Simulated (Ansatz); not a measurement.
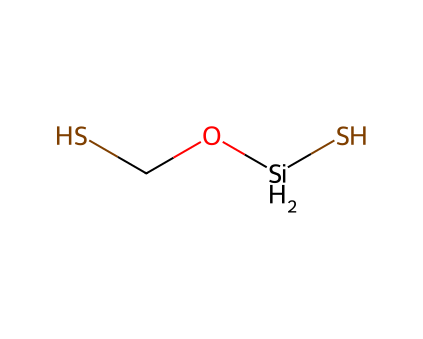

Write the SMILES.

SCO[SiH2]S

Give the formula, hydrogens included.

CH6OS2Si.

An optimisation with PBE0-D4/def2-TZVP gave a structure of which point group?

C1. Other conformers may differ.

More results for the same structure follow; atom numbers are the same in all pictures, views and colours differ. The geometry was computed by an optimisation with PBE0-D4/def2-TZVP. No frequency run is at hand to confirm it as a minimum.

**Geometry**

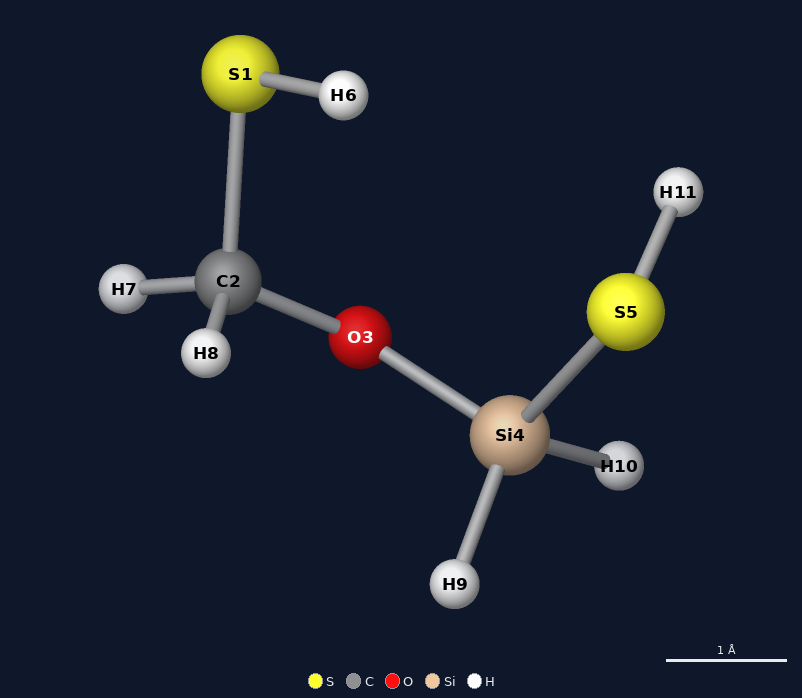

Atoms carry their numbers in the input. No frequency run is at hand to confirm it as a minimum.

What is the geometry at C2?

C2 has 4 neighbours (S1 at 1.81, O3 at 1.40, H7 at 1.09, H8 at 1.09 Å); the arrangement is tetrahedral.

How are the neighbours of atom 3 arranged?

O3 has 2 neighbours (C2 at 1.40, Si4 at 1.64 Å); the arrangement is bent.

What is the geometry at Si4?

Si4 has 4 neighbours (O3 at 1.64, S5 at 2.13, H9 at 1.48, H10 at 1.48 Å); the arrangement is tetrahedral.

What is the geometry at S5?

S5 has 2 neighbours (Si4 at 2.13, H11 at 1.34 Å); the arrangement is bent.

What is the dihedral angle S1–C2–O3–Si4?

98° in size, that is about perpendicular.

**Charges**

The questions are on Mulliken charges. No frequency run is at hand to confirm it as a minimum. Level of theory: RKS B3LYP-D4/def2-TZVPP (Ansatz 0.2.0).

Which atom carries the highest charge (most positive or least negative)?

Si4 (0.47 e).

And the lowest?

O3 (−0.34 e).

Give the Mulliken charges atom by atom.

| atom | value (e) |
| --- | --- |
| S1 | −0.16 |
| C2 | −0.01 |
| O3 | −0.34 |
| Si4 | 0.47 |
| S5 | −0.28 |
| H6 | 0.10 |
| H7 | 0.13 |
| H8 | 0.10 |
| H9 | −0.07 |
| H10 | −0.05 |
| H11 | 0.12 |

**Dipole moment**

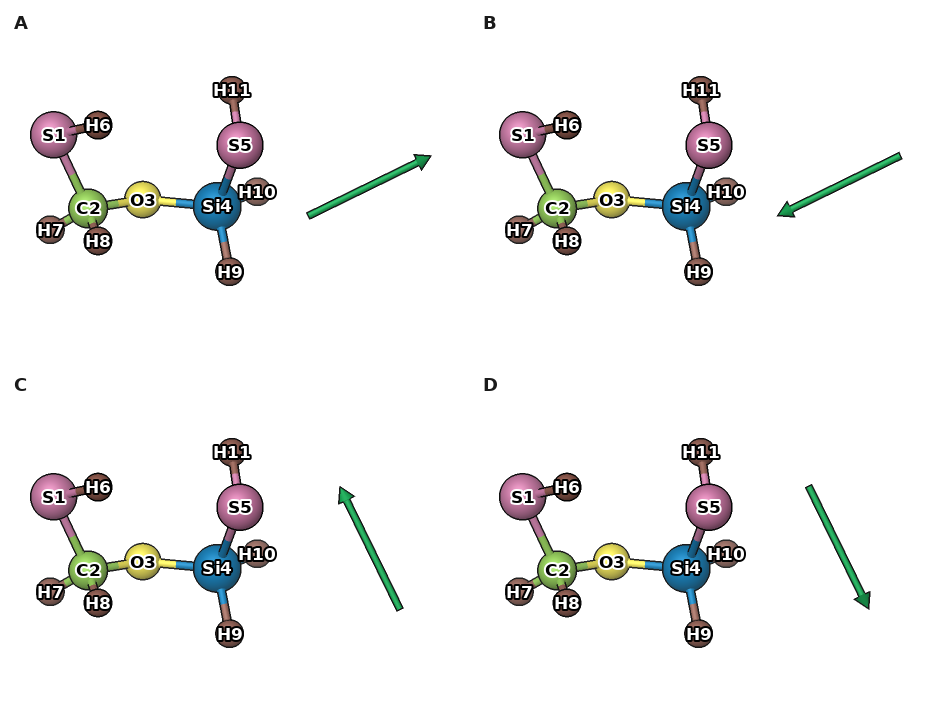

The same molecule four times, each with an arrow. No frequency run is at hand to confirm it as a minimum. Method: RKS ωB97M-V/def2-TZVPP (Ansatz 0.2.0).

Which arrow points along the dipole moment, from the negative to the positive end?

D. The dipole moment is 0.83 D; it points from the side of S1 to the side of H9 (the outermost atoms at the two ends).

**Electronic properties**

No frequency run is at hand to confirm it as a minimum. Method: RKS PBE0-D4/def2-TZVPP (Ansatz 0.2.0).

Give the HOMO–LUMO gap at this level.

7.34 eV.

What is the HOMO energy (Kohn–Sham orbital)?

−7.19 eV.

Give the dispersion correction at this level.

−25.5 kJ/mol.

Mulliken values depend strongly on the basis set and can even reverse the polarity of a bond.
